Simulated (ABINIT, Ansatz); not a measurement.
# YScB2O6 (R-3): G0W0 on several meshes in ABINIT

How does the mesh move the gap of YScB2O6 (R-3)?

Main program and level: ABINIT 10.8.3; LDA and many-body steps on it, plane waves.

### Step 1. The starting structure

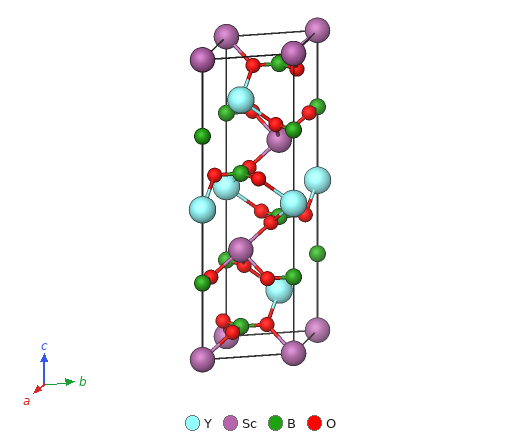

The cell as given, slightly off an axis (yttrium light teal, scandium purple, boron green, oxygen red). This picture shows the conventional cell, with its axes. Bonds to atoms that aren't drawn are left out. Some periodic images of atoms are drawn too.

The cell and positions are those that the Materials Project relaxed with its own functionals (PBE, PBE+U or r2SCAN), kept fixed.

### Step 2. Empty states on the mesh, 2×2×2 mesh, 234 bands

This step: ABINIT 10.8.3; DFT, LDA, plane waves, norm-conserving pseudopotentials.

The sums over transitions need many empty states on a uniform mesh; this step solves for them.

Input file run.abi:

```
acell 3*1.0 Angstrom
rprim 
  2.455259121368 1.417544514628 5.373024847406
  -2.455259121368 1.417544514628 5.373024847406
  0.000000000000 -2.835089029328 5.373024847387
ntypat 4
znucl 39 21 5 8
natom 10
typat 1 2 3 3 4 4 4 4 4 4
xred 
  0.500000000000 0.500000000000 0.500000000000
  0.000000000000 0.000000000000 0.000000000000
  0.255007000000 0.255007000000 0.255007000000
  0.744993000000 0.744993000000 0.744993000000
  0.233543000000 0.545880000000 0.981547000000
  0.981547000000 0.233543000000 0.545880000000
  0.545880000000 0.981547000000 0.233543000000
  0.018453000000 0.766457000000 0.454120000000
  0.454120000000 0.018453000000 0.766457000000
  0.766457000000 0.454120000000 0.018453000000
pp_dirpath "pseudos"
pseudos "Y.upf, Sc.upf, B.upf, O.upf"
ecut 36
ngkpt 2 2 2
nshiftk 1
shiftk 0 0 0
kptopt 1
chksymbreak 0
iscf -2
irdden 1
istwfk *1
nband 234
nbdbuf 20
tolwfr 1e-09
nstep 60
prtvol 0
indata_prefix "in"
outdata_prefix "out"
tmpdata_prefix "tmp"
```

Launch:

```bash
> OMP_NUM_THREADS=1 mpirun -n 4 abinit run.abi > log
```

Numbers of over 12 decimals in the logs are rounded to 6 here.

Output:

```text
.Version 10.8.3 of ABINIT. v10.8.2 released Aug 2026.

 Symmetries : space group R-3 (#148); Bravais hR (rhombohedral)
[... echo of the input left out ...]
== DATASET  1 ==================================================================
-   mpi_nproc: 4, omp_nthreads: 1 (-1 if OMP is not activated)

--- !DatasetInfo
iteration_state: {dtset: 1, }
dimensions: {natom: 10, nkpt: 4, mband: 234, nsppol: 1, nspinor: 1, nspden: 1, mpw: 7863, }
cutoff_energies: {ecut:  36.0, pawecutdg:  -1.0, }
[...]
2.75444    2.78568    2.79252    2.79252    2.82922    2.82922    2.84174    2.84174
   2.84673    2.88233    2.89498    2.89499    2.90711    2.96405    2.97794    2.97873
   2.98117    3.03016
 prteigrs : prtvol=0 or 1, do not print more k-points.

== END DATASET(S) ==============================================================
================================================================================

 -outvars: echo values of variables after computation  --------
            nband         234
             nkpt           4
          spgroup         148
 [... the other variables as echoed above ...]

 Calculation completed.
```

It took 2 min on 4 MPI ranks of Arm Neoverse V1, shared host; peak memory 0.56 GiB; 7.8 min of CPU time.

Numbers from this step:

- gap: 4.393 eV
- k of the valence top: 0.5, 0.5, 0
- k of the conduction bottom: 0.5, 0.5, 0
- least direct gap: 4.393 eV
- k points computed: 4
- lowest point of the top converged band, above the valence top: 70.1006 eV

On this mesh the gap is 4.393 eV.

The density comes from a self-consistent run that is not shown.

### Step 3. Screening, 2×2×2 mesh, 106 bands, screening to 114.3 eV

The RPA dielectric matrix is built and inverted for each q.

This step: RPA screening on LDA, plane waves, norm-conserving pseudopotentials.

Changes to run.abi since step 2:

```diff
@@ -28,10 +28,11 @@
 chksymbreak 0
-iscf -2
-irdden 1
 istwfk *1
-nband 234
-nbdbuf 20
-tolwfr 1e-09
-nstep 60
-prtvol 0
+occopt 1
+irdwfk 1
+optdriver 3
+nband 106
+ecuteps 4.2
+inclvkb 2
+awtr 1
+symchi 1
 indata_prefix "in"
```

Output:

```text
.Version 10.8.3 of ABINIT. v10.8.2 released Aug 2026.

 Symmetries : space group R-3 (#148); Bravais hR (rhombohedral)
[... echo of the input left out ...]
== DATASET  1 ==================================================================
-   mpi_nproc: 4, omp_nthreads: 1 (-1 if OMP is not activated)

--- !DatasetInfo
iteration_state: {dtset: 1, }
dimensions: {natom: 10, nkpt: 4, mband: 106, nsppol: 1, nspinor: 1, nspden: 1, mpw: 7863, }
cutoff_energies: {ecut:  36.0, pawecutdg:  -1.0, }
electrons: {nelect:   6.40000000E+01, charge:   0.00000000E+00, occopt:   1.00000000E+00, tsmear:   1.00000000E-02, }

 SCREENING: Calculation of the susceptibility and dielectric matrices

 Based on a program developped by R.W. Godby, V. Olevano, G. Onida, and L. Reining.
 Incorporated in ABINIT by V. Olevano, G.-M. Rignanese, and M. Torrent.
.Using double precision arithmetic ; gwpc =  8

[... cell and pseudopotentials left out ...]
--------------------------------------------------------------------------------

 ==== K-mesh for the wavefunctions ====
 Number of points in the irreducible wedge :     4
[... list of points left out ...]
 Together with  6 symmetry operations and time-reversal symmetry
 yields     8 points in the full Brillouin Zone.

 ==== Q-mesh for the screening function ====
 Number of points in the irreducible wedge :     4
[... list of points left out ...]
 Together with  6 symmetry operations and time-reversal symmetry
 yields     8 points in the full Brillouin Zone.

 setmesh: FFT mesh size selected  =    45x   45x   45
          total number of points  =        91125

 vcoul_init : cutoff-mode = AUXILIARY_FUNCTION
 q-points for optical limit:   1
     1)      0.000010    0.000020    0.000030

- screening: taking advantage of time-reversal symmetry
- Maximum band index for partially occupied states nbvw = 32
- Remaining bands to be divided among processors   nbcw = 74
- Number of bands treated by each node ~18

 Number of electrons calculated from density =   64.0000; Expected =   64.0000
 average of density, n =  0.084524
 r_s =    1.4135
 omega_plasma =   28.0443 [eV]

 calculating chi0 at frequencies [eV] :
  1    0.000000E+00    0.000000E+00
  2    0.000000E+00    2.804434E+01

--------------------------------------------------------------------------------
  q-point number  1        q = ( 0.000000, 0.000000, 0.000000) [r.l.u.]
--------------------------------------------------------------------------------
[... chi0 elements left out ...]
 For q-point:  0.000010 0.000020 0.000030
  dielectric constant =   3.5099
  dielectric constant without local fields =   3.7737

  Average fulfillment of the sum rule on Im[epsilon] for q-point    1 :     44.34  [%]
[... wings left out ...]
  q-point number  2        q = ( 0.500000, 0.000000, 0.000000) [r.l.u.]
--------------------------------------------------------------------------------
[... chi0 elements left out ...]
  Average fulfillment of the sum rule on Im[epsilon] for q-point    2 :     51.16  [%]

 [... 2 further q-points ...]
```

Run time: 46 s. Hardware: 4 MPI ranks; peak memory 1.8 GiB.

Numbers from this step:

```
ε∞ with local fields, on this mesh, along the program's q direction : 3.510
the same without local fields                                       : 3.774
plasma frequency                                                    : 28.04 eV
plane waves in the screening matrix                                 : 309
```

Local fields lower ε∞ by 7 %. On a Γ-centred mesh this coarse the value itself is usually too large, while a short band sum pulls it down.

### Step 4. 2×2×2

The self-energy is evaluated for the states that the input lists, and the levels follow from it, in one-shot runs by the linearised quasiparticle equation.

This step: G0W0 on LDA, plane waves, norm-conserving pseudopotentials.

Changes to run.abi since step 3:

```diff
@@ -31,8 +31,17 @@
 irdwfk 1
-optdriver 3
+optdriver 4
 nband 106
+gwcalctyp 0
+ecutsigx 36
+symsigma 1
+nkptgw 2
+kptgw 
+  0.5000000000 0.5000000000 0.0000000000
+  0.0000000000 0.0000000000 0.0000000000
+bdgw 
+  31 34
+  31 34
 ecuteps 4.2
-inclvkb 2
-awtr 1
-symchi 1
+irdscr 1
+ppmodel 1
 indata_prefix "in"
```

Output:

```text
.Version 10.8.3 of ABINIT. v10.8.2 released Aug 2026.

 Symmetries : space group R-3 (#148); Bravais hR (rhombohedral)
[... echo of the input left out ...]
== DATASET  1 ==================================================================
-   mpi_nproc: 4, omp_nthreads: 1 (-1 if OMP is not activated)

--- !DatasetInfo
iteration_state: {dtset: 1, }
dimensions: {natom: 10, nkpt: 4, mband: 106, nsppol: 1, nspinor: 1, nspden: 1, mpw: 7863, }
cutoff_energies: {ecut:  36.0, pawecutdg:  -1.0, }
electrons: {nelect:   6.40000000E+01, charge:   0.00000000E+00, occopt:   1.00000000E+00, tsmear:   1.00000000E-02, }

 SIGMA: Calculation of the GW corrections

 Based on a program developped by R.W. Godby, V. Olevano, G. Onida, and L. Reining.
 Incorporated in ABINIT by V. Olevano, G.-M. Rignanese, and M. Torrent.
.Using double precision arithmetic ; gwpc =  8

[... cell and pseudopotentials left out ...]
--------------------------------------------------------------------------------

 ==== K-mesh for the wavefunctions ====
 Number of points in the irreducible wedge :     4
[... list of points left out ...]
 Together with  6 symmetry operations and time-reversal symmetry
 yields     8 points in the full Brillouin Zone.

 ==== Q-mesh for screening function ====
 Number of points in the irreducible wedge :     4
[... list of points left out ...]
 Together with  6 symmetry operations and time-reversal symmetry
 yields     8 points in the full Brillouin Zone.

 vcoul_init : cutoff-mode = AUXILIARY_FUNCTION
 q-points for optical limit:   1
     1)      0.000010    0.000020    0.000030
 setmesh: FFT mesh size selected  =    64x   64x   64
          total number of points  =       262144

 Number of electrons calculated from density =   64.0000; Expected =   64.0000
 average of density, n =  0.084524
 r_s =    1.4135
 omega_plasma =   28.0443 [eV]

 === KS Band Gaps ===
  >>>> For spin  1
   Minimum direct gap =   4.3933 [eV], located at k-point      :   0.5000  0.5000  0.0000
   Fundamental gap    =   4.3933 [eV], Top of valence bands at :   0.5000  0.5000  0.0000
                                       Bottom of conduction at :   0.5000  0.5000  0.0000
 SIGMA fundamental parameters:
 PLASMON POLE MODEL  1
 number of plane-waves for SigmaX                 7863
 number of plane-waves for SigmaC and W            309
 number of plane-waves for wavefunctions          7863
 number of bands                                   106
 number of independent spin polarizations            1
 number of spinorial components                      1
 number of k-points in IBZ                           4
 number of q-points in IBZ                           4
 number of symmetry operations                       6
 number of k-points in BZ                            8
 number of q-points in BZ                            8
 number of frequencies for dSigma/dE                 9
 frequency step for dSigma/dE [eV]                0.25
 number of omega for Sigma on real axis              0
 max omega for Sigma on real axis  [eV]           0.00
 zcut for avoiding poles [eV]                     0.10

 EPSILON^-1 parameters (SCR file):
 dimension of the eps^-1 matrix on file            309
 dimension of the eps^-1 matrix used               309
 number of plane-waves for wavefunctions          7863
 number of bands                                   106
 number of q-points in IBZ                           4
 number of frequencies                               2
 number of real frequencies                          1
 number of imag frequencies                          1

 matrix elements of self-energy operator (all in [eV])

 Perturbative Calculation

--- !SelfEnergy_ee
iteration_state: {dtset: 1, }
kpoint     : [   0.500,    0.500,    0.000, ]
spin       : 1
KS_gap     :    4.393
QP_gap     :    7.537
Delta_QP_KS:    3.144
data: !SigmaeeData |
     Band     E0 <VxcDFT>   SigX SigC(E0)      Z dSigC/dE  Sig(E)    E-E0       E
       31   2.755 -18.931 -23.772   4.577   0.801  -0.248 -19.142  -0.211   2.544
       32   3.393 -19.888 -24.922   4.778   0.802  -0.246 -20.093  -0.205   3.187
       33   7.786 -16.445  -8.688  -4.204   0.827  -0.209 -13.506   2.938  10.724
       34   8.232 -17.419  -9.260  -4.401   0.818  -0.223 -14.345   3.074  11.306

--- !SelfEnergy_ee
iteration_state: {dtset: 1, }
kpoint     : [   0.000,    0.000,    0.000, ]
spin       : 1
KS_gap     :    5.102
QP_gap     :    8.447
Delta_QP_KS:    3.345
data: !SigmaeeData |
     Band     E0 <VxcDFT>   SigX SigC(E0)      Z dSigC/dE  Sig(E)    E-E0       E
       31   3.140 -19.671 -24.577   4.682   0.800  -0.249 -19.850  -0.179   2.961
       32   3.140 -19.671 -24.577   4.682   0.800  -0.249 -19.850  -0.179   2.961
       33   8.242 -18.002  -9.593  -4.516   0.813  -0.230 -14.836   3.166  11.408
       34   8.242 -18.002  -9.593  -4.516   0.813  -0.230 -14.836   3.166  11.408

== END DATASET(S) ==============================================================
================================================================================

 -outvars: echo values of variables after computation  --------
           etotal      0.0000000000E+00
            nband         106
             nkpt           4
          spgroup         148
 [... the other variables as echoed above ...]

 Calculation completed.
```

Run time: 13 s. Hardware: 4 MPI ranks; peak memory 1.2 GiB; 50 s of CPU time.

Numbers from this step:

| Item | Value |
| --- | --- |
| G0W0 gap on the points computed | 7.537 eV |
| starting gap on the mesh | 4.393 eV |
| k of the valence top | 0.5, 0.5, 0 |
| k of the conduction bottom | 0.5, 0.5, 0 |
| Z at the valence top | 0.802 |
| Z at the conduction bottom | 0.827 |
| least direct G0W0 gap on the computed points | 7.537 eV |

The gap on the mesh goes from 4.39 eV to 7.54 eV, a correction of +3.14 eV.

### Step 5. Empty states on the mesh, 4×4×4 mesh, 116 bands

This step: DFT, LDA, plane waves, norm-conserving pseudopotentials.

Changes to run.abi since step 4:

```diff
@@ -23,3 +23,3 @@
 ecut 36
-ngkpt 2 2 2
+ngkpt 4 4 4
 nshiftk 1
@@ -28,20 +28,10 @@
 chksymbreak 0
+iscf -2
+irdden 1
 istwfk *1
-occopt 1
-irdwfk 1
-optdriver 4
-nband 106
-gwcalctyp 0
-ecutsigx 36
-symsigma 1
-nkptgw 2
-kptgw 
-  0.5000000000 0.5000000000 0.0000000000
-  0.0000000000 0.0000000000 0.0000000000
-bdgw 
-  31 34
-  31 34
-ecuteps 4.2
-irdscr 1
-ppmodel 1
+nband 116
+nbdbuf 10
+tolwfr 1e-09
+nstep 60
+prtvol 0
 indata_prefix "in"
```

Output:

```text
.Version 10.8.3 of ABINIT. v10.8.2 released Aug 2026.

 Symmetries : space group R-3 (#148); Bravais hR (rhombohedral)
[... echo of the input left out ...]
== DATASET  1 ==================================================================
-   mpi_nproc: 4, omp_nthreads: 1 (-1 if OMP is not activated)

--- !DatasetInfo
iteration_state: {dtset: 1, }
dimensions: {natom: 10, nkpt: 14, mband: 116, nsppol: 1, nspinor: 1, nspden: 1, mpw: 7863, }
cutoff_energies: {ecut:  36.0, pawecutdg:  -1.0, }
[...]
1.35953    1.36455    1.39568    1.40735    1.41264    1.41264    1.45792    1.45792
   1.48408    1.48408    1.49103    1.49103    1.53145    1.53415    1.58214    1.58214
   1.61567    1.62749    1.66265    1.66513
 prteigrs : prtvol=0 or 1, do not print more k-points.

== END DATASET(S) ==============================================================
================================================================================

 -outvars: echo values of variables after computation  --------
            nband         116
             nkpt          14
          spgroup         148
 [... the other variables as echoed above ...]

 Calculation completed.
```

The job ended after 2.3 min (4 MPI ranks; peak memory 0.58 GiB; 9.2 min of CPU time).

Numbers from this step:

```yaml
gap: 4.393 eV
k_of_the_valence_top: 0.5, 0.5, 0
k_of_the_conduction_bottom: 0.5, 0.5, 0
least_direct_gap: 4.393 eV
k_points_computed: 14
lowest_point_of_the_top_converged_band_above_the_valence_top: 36.99 eV
```

On this mesh the gap is 4.393 eV.

### Step 6. Screening, 4×4×4 mesh, 106 bands, screening to 114.3 eV

This step: RPA screening on LDA, plane waves, norm-conserving pseudopotentials.

Changes to run.abi since step 5:

```diff
@@ -28,10 +28,11 @@
 chksymbreak 0
-iscf -2
-irdden 1
 istwfk *1
-nband 116
-nbdbuf 10
-tolwfr 1e-09
-nstep 60
-prtvol 0
+occopt 1
+irdwfk 1
+optdriver 3
+nband 106
+ecuteps 4.2
+inclvkb 2
+awtr 1
+symchi 1
 indata_prefix "in"
```

Output:

```text
.Version 10.8.3 of ABINIT. v10.8.2 released Aug 2026.

 Symmetries : space group R-3 (#148); Bravais hR (rhombohedral)
[... echo of the input left out ...]
== DATASET  1 ==================================================================
-   mpi_nproc: 4, omp_nthreads: 1 (-1 if OMP is not activated)

--- !DatasetInfo
iteration_state: {dtset: 1, }
dimensions: {natom: 10, nkpt: 14, mband: 106, nsppol: 1, nspinor: 1, nspden: 1, mpw: 7863, }
cutoff_energies: {ecut:  36.0, pawecutdg:  -1.0, }
electrons: {nelect:   6.40000000E+01, charge:   0.00000000E+00, occopt:   1.00000000E+00, tsmear:   1.00000000E-02, }

 SCREENING: Calculation of the susceptibility and dielectric matrices

 Based on a program developped by R.W. Godby, V. Olevano, G. Onida, and L. Reining.
 Incorporated in ABINIT by V. Olevano, G.-M. Rignanese, and M. Torrent.
.Using double precision arithmetic ; gwpc =  8

[... cell and pseudopotentials left out ...]
--------------------------------------------------------------------------------

 ==== K-mesh for the wavefunctions ====
 Number of points in the irreducible wedge :    14
[... list of points left out ...]
 Together with  6 symmetry operations and time-reversal symmetry
 yields    64 points in the full Brillouin Zone.

 ==== Q-mesh for the screening function ====
 Number of points in the irreducible wedge :    14
[... list of points left out ...]
 Together with  6 symmetry operations and time-reversal symmetry
 yields    64 points in the full Brillouin Zone.

 setmesh: FFT mesh size selected  =    45x   45x   45
          total number of points  =        91125

 vcoul_init : cutoff-mode = AUXILIARY_FUNCTION
 q-points for optical limit:   1
     1)      0.000010    0.000020    0.000030

- screening: taking advantage of time-reversal symmetry
- Maximum band index for partially occupied states nbvw = 32
- Remaining bands to be divided among processors   nbcw = 74
- Number of bands treated by each node ~18

 Number of electrons calculated from density =   64.0000; Expected =   64.0000
 average of density, n =  0.084524
 r_s =    1.4135
 omega_plasma =   28.0443 [eV]

 calculating chi0 at frequencies [eV] :
  1    0.000000E+00    0.000000E+00
  2    0.000000E+00    2.804434E+01

--------------------------------------------------------------------------------
  q-point number  1        q = ( 0.000000, 0.000000, 0.000000) [r.l.u.]
--------------------------------------------------------------------------------
[... chi0 elements left out ...]
 For q-point:  0.000010 0.000020 0.000030
  dielectric constant =   3.4782
  dielectric constant without local fields =   3.7415

  Average fulfillment of the sum rule on Im[epsilon] for q-point    1 :     44.36  [%]
[... wings left out ...]
  q-point number  2        q = ( 0.250000, 0.000000, 0.000000) [r.l.u.]
--------------------------------------------------------------------------------
[... chi0 elements left out ...]
  Average fulfillment of the sum rule on Im[epsilon] for q-point    2 :     57.03  [%]

 [... 12 further q-points ...]
```

It took 13 min on 4 MPI ranks; peak memory 4.9 GiB; 52 min of CPU time.

This step gave:

```yaml
eps_infinity_with_local_fields_on_this_mesh_along_the_program_s_q_direction: 3.478
the_same_without_local_fields: 3.741
plasma_frequency: 28.04 eV
plane_waves_in_the_screening_matrix: 309
```

(Part 1 of 2 ends here.)

[Paths, hosts, dates, memory and timing lines, banners, echoed tables and standing remarks are left out of the program output.]

[Logs are printed without paths, hosts, clocks, repeated set-up lines and the standing remarks that a program may print on its own settings, such as how far it seeks lower states.]

[Runs of the session that timed out or met a known fault of the program may be left out.]

[Hosts, paths, dates, database ids (printed as entryN), source tags and the programs' standing remarks are cut or masked in the printed files.]

[G0W0 gaps are taken among the corrected bands and points alone; a level outside them can change the order at an edge.]

[Where Ansatz stands beside ABINIT at settings called matched, ABINIT's density can come from a denser mesh and the files from another edition; pairs whose starting gaps differed by over 0.03 eV were left out, so agreement reads better than it is.]
